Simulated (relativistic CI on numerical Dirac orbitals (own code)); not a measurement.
# Re⁷⁺: relativistic CI calculation

- system: Re⁷⁺.
- method: Dirac-Coulomb-Breit CI, KLI orbitals of one mean potential, model QED (radiative potential, 1s self-energy scaled to tabulated hydrogen-like ionisation energies) (relativistic CI on numerical Dirac orbitals, in-house)

**Input file**
```
atom Re  Z=75  charge=7  electrons=68
nucleus A=187  rms_radius_fm=5.3698
hamiltonian dirac-coulomb  breit=on  qed=on  c_scale=1
orbitals kli  potential=mean
slater_scale 1
correlation none
mixing on
configurations
  [Xe] 4f14
  [Kr] 4d10 4f14 5s2 5p5 5d
  [Xe] 4f13 5d
  [Kr] 4d10 4f14 5s 5p6 5d
  [Kr] 4d10 4f14 5s2 5p5 5f
  [Kr] 4d10 4f14 5s2 5p5 6s
  [Xe] 4f13 6s
  [Kr] 4d10 4f14 5s2 5p5 5g
  [Kr] 4d10 4f14 5s2 5p5 6p
  [Kr] 4d10 4f14 5s 5p6 5f
  [Xe] 4f13 6p
  [Kr] 4d10 4f14 5s 5p6 5g
  [Xe] 4f13 5f
  [Kr] 4d10 4f14 5s2 5p5 6d
  [Xe] 4f13 6d
  [Kr] 4d10 4f14 5s2 5p5 7s
  [Xe] 4f13 7s
  [Kr] 4d10 4f14 5p6 5d2
  [Kr] 4d10 4f14 5p5 5d3
  [Kr] 4d10 4f13 5p6 5d3
  [Kr] 4d10 4f14 5p5 5d2 5f
  [Kr] 4d10 4f14 5p5 5d2 6s
  [Kr] 4d10 4f13 5p6 5d2 6s
end
```

Launched within a batch (the task file carries these settings):
```bash
python <driver script> task.json out
```

The program writes its results to a structured record and prints no log; tables and figures of this report are taken from that record.

**The lowest 45 levels**

| Configuration | Level | E (cm⁻¹) | LS purity (%) | Landé g | Lifetime (s; – stable or not computed) |
| --- | --- | --- | --- | --- | --- |
| 4f¹⁴ 5s² 5p⁶ | ¹S₀ | 0 | 100 | – | – |
| 4f¹⁴ 5s² 5p⁵ 5d | ³P°₀ | 336,100 | 99 | – | – |
| 4f¹⁴ 5s² 5p⁵ 5d | ³P°₁ | 343,500 | 86 | 1.367 | 1.2×10⁻⁸ |
| 4f¹⁴ 5s² 5p⁵ 5d | [(5p₃/₂)³ 5d₃/₂] J = 3 | 356,000 | 64 | 1.088 | – |
| 4f¹⁴ 5s² 5p⁵ 5d | [(5p₃/₂)³ 5d₃/₂] J = 2 | 356,800 | 49 | 1.299 | 3.3×10⁻² |
| 4f¹⁴ 5s² 5p⁵ 5d | ³F°₄ | 358,100 | 98 | 1.250 | 8.1×10⁰ |
| 4f¹⁴ 5s² 5p⁵ 5d | [(5p₃/₂)³ 5d₅/₂] J = 2 | 366,700 | 53 | 1.005 | 4.2×10⁻² |
| 4f¹⁴ 5s² 5p⁵ 5d | [(5p₃/₂)³ 5d₅/₂] J = 3 | 380,200 | 63 | 1.213 | – |
| 4f¹³ 5s² 5p⁶ 5d | ³P°₂ | 399,000 | 82 | 1.435 | 5.4×10⁻² |
| 4f¹⁴ 5s² 5p⁵ 5d | J = 1 (odd, mixed) | 403,500 | 48 | 0.809 | 3.6×10⁻¹¹ |
| 4f¹³ 5s² 5p⁶ 5d | [(4f₇/₂)⁷ 5d₃/₂] J = 5 | 405,400 | 55 | 1.026 | 7.2×10⁻¹ |
| 4f¹³ 5s² 5p⁶ 5d | [(4f₇/₂)⁷ 5d₃/₂] J = 3 | 410,900 | 51 | 1.193 | – |
| 4f¹³ 5s² 5p⁶ 5d | [(4f₇/₂)⁷ 5d₃/₂] J = 4 | 413,400 | 39 | 1.063 | 1.5×10⁻¹ |
| 4f¹³ 5s² 5p⁶ 5d | ³H°₆ | 415,900 | 100 | 1.166 | 5.8×10⁻² |
| 4f¹³ 5s² 5p⁶ 5d | ³P°₁ | 416,600 | 75 | 1.276 | 2.9×10⁻¹⁰ |
| 4f¹³ 5s² 5p⁶ 5d | [(4f₇/₂)⁷ 5d₅/₂] J = 2 | 419,200 | 49 | 1.056 | 2.2×10⁻² |
| 4f¹³ 5s² 5p⁶ 5d | ³H°₄ | 423,300 | 56 | 0.991 | 1.2×10⁻² |
| 4f¹³ 5s² 5p⁶ 5d | [(4f₇/₂)⁷ 5d₅/₂] J = 3 | 424,800 | 41 | 1.129 | – |
| 4f¹³ 5s² 5p⁶ 5d | [(4f₇/₂)⁷ 5d₅/₂] J = 5 | 426,500 | 79 | 1.158 | 3.0×10⁻² |
| 4f¹³ 5s² 5p⁶ 5d | J = 4 (odd, mixed) | 427,000 | 46 | 1.001 | 2.2×10⁻² |
| 4f¹³ 5s² 5p⁶ 5d | [(4f₅/₂)⁵ 5d₃/₂] J = 2 | 427,800 | 46 | 0.857 | 1.3×10⁻³ |
| 4f¹³ 5s² 5p⁶ 5d | ³P°₀ | 428,500 | 99 | – | 8.4×10⁻³ |
| 4f¹³ 5s² 5p⁶ 5d | [(4f₅/₂)⁵ 5d₃/₂] J = 3 | 435,700 | 59 | 0.854 | – |
| 4f¹³ 5s² 5p⁶ 5d | [(4f₅/₂)⁵ 5d₅/₂] J = 1 | 436,800 | 68 | 0.750 | 2.4×10⁻⁷ |
| 4f¹³ 5s² 5p⁶ 5d | [(4f₅/₂)⁵ 5d₅/₂] J = 5 | 438,800 | 43 | 1.045 | 5.6×10⁻³ |
| 4f¹³ 5s² 5p⁶ 5d | [(4f₅/₂)⁵ 5d₅/₂] J = 2 | 439,500 | 46 | 0.986 | 6.9×10⁻⁴ |
| 4f¹³ 5s² 5p⁶ 5d | ¹P°₁ | 440,800 | 57 | 0.829 | 9.3×10⁻¹¹ |
| 4f¹³ 5s² 5p⁶ 5d | [(4f₅/₂)⁵ 5d₅/₂] J = 3 | 445,100 | 40 | 0.985 | – |
| 4f¹³ 5s² 5p⁶ 5d | [(4f₅/₂)⁵ 5d₅/₂] J = 4 | 447,000 | 54 | 1.039 | 6.3×10⁻³ |
| 4f¹⁴ 5s² 5p⁵ 5d | [5p₁/₂ 5d₃/₂] J = 2 | 453,200 | 56 | 0.784 | 7.3×10⁻⁵ |
| 4f¹⁴ 5s² 5p⁵ 5d | [5p₁/₂ 5d₅/₂] J = 2 | 465,100 | 44 | 1.236 | 7.0×10⁻⁵ |
| 4f¹⁴ 5s² 5p⁵ 5d | [5p₁/₂ 5d₅/₂] J = 3 | 470,300 | 38 | 1.114 | 5.5×10⁻⁵ |
| 4f¹⁴ 5s² 5p⁵ 6s | ³P°₂ | 503,500 | 99 | 1.500 | 2.2×10⁻⁵ |
| 4f¹⁴ 5s² 5p⁵ 6s | [(5p₃/₂)³ 6s] J = 1 | 508,200 | 62 | 1.179 | 7.2×10⁻¹¹ |
| 4f¹⁴ 5s² 5p⁵ 5d | ¹P°₁ | 529,200 | 71 | 0.962 | 1.8×10⁻¹² |
| 4f¹³ 5s² 5p⁶ 6s | ³F°₄ | 571,500 | 100 | 1.249 | 1.8×10⁻⁵ |
| 4f¹³ 5s² 5p⁶ 6s | [(4f₇/₂)⁷ 6s] J = 3 | 572,500 | 53 | 1.037 | 1.9×10⁻⁵ |
| 4f¹⁴ 5s² 5p⁵ 6p | [(5p₃/₂)³ 6p₁/₂] J = 1 | 585,700 | 51 | 1.685 | 5.6×10⁻¹¹ |
| 4f¹⁴ 5s² 5p⁵ 6p | [(5p₃/₂)³ 6p₁/₂] J = 2 | 588,900 | 52 | 1.152 | 6.0×10⁻¹¹ |
| 4f¹³ 5s² 5p⁶ 6s | ³F°₂ | 591,900 | 100 | 0.663 | 1.8×10⁻⁵ |
| 4f¹³ 5s² 5p⁶ 6s | [(4f₅/₂)⁵ 6s] J = 3 | 592,600 | 53 | 1.042 | – |
| 4f¹⁴ 5s² 5p⁵ 6s | ³P°₀ | 603,100 | 100 | – | 3.4×10⁻⁶ |
| 4f¹⁴ 5s² 5p⁵ 6s | [5p₁/₂ 6s] J = 1 | 605,600 | 63 | 1.317 | 5.8×10⁻¹¹ |
| 4f¹⁴ 5s² 5p⁵ 6p | ³D₃ | 610,500 | 99 | 1.333 | 5.0×10⁻¹¹ |
| 4f¹⁴ 5s² 5p⁵ 6p | [(5p₃/₂)³ 6p₃/₂] J = 1 | 612,000 | 58 | 1.182 | 5.5×10⁻¹¹ |

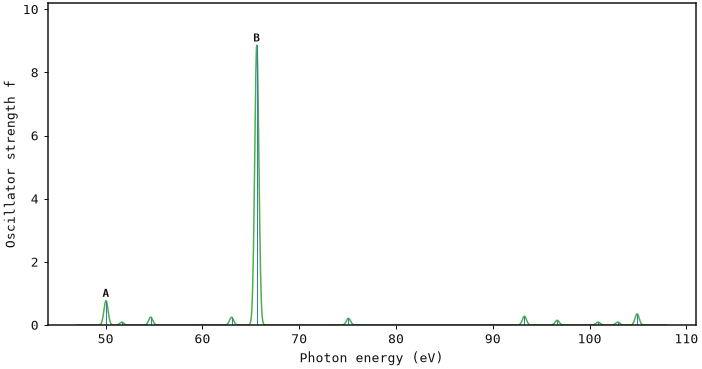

Figure 1. Absorption lines from the lowest level (oscillator strengths f) for Re⁷⁺ (rhenium, Z = 75). The envelope is a Gaussian of full width 0.5 eV, scaled to the tallest stick. A: 4f¹⁴ 5s² 5p⁵ 5d J = 1 (odd, mixed, level 10) ← 4f¹⁴ 5s² 5p⁶ ¹S₀, 50.03 eV, f = 0.77; B: 4f¹⁴ 5s² 5p⁵ 5d ¹P°₁ ← 4f¹⁴ 5s² 5p⁶ ¹S₀, 65.61 eV, f = 8.9. The strongest, B, lies in the extreme ultraviolet region.

**Results in brief**

- outcome: converged
- lowest level: 4f¹⁴ 5s² 5p⁶ ¹S₀
- first excited level: 4f¹⁴ 5s² 5p⁵ 5d ³P°₀, 336,089 cm⁻¹
- levels computed: 1214
- SCF iterations: 11
- hardware: 1 thread of Arm Neoverse N1, 16 GiB of memory available, shared host
- wall time: 1.6 s

**Remarks**

Limits: configurations can be misplaced by up to about 7 % of their energy; only a limited list of configurations is included, so lower levels can be missing; only lines among the lowest 161 of 1214 levels are drawn.
